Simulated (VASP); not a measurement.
Band structure of Sr (relaxed from the bcc structure, space group Im-3m). All values below come from r2SCAN meta-GGA, VASP's PBE PAW potentials (set 64) (plane waves; VASP).

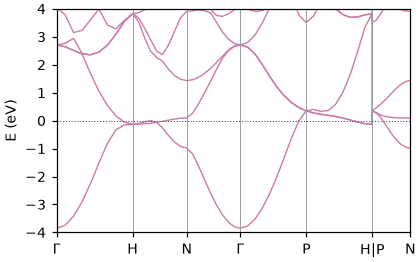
*Bands along high-symmetry lines, zero at the valence-band maximum or, without a gap, the Fermi level*

**Question.** Read the plot: is there a gap, and where are the band edges?

**Answer.** It has no gap at this level: it comes out as a metal or semimetal.

The structure was generated: Sr was put into the bcc type (Im-3m), which need not be its known phase. It was relaxed first.
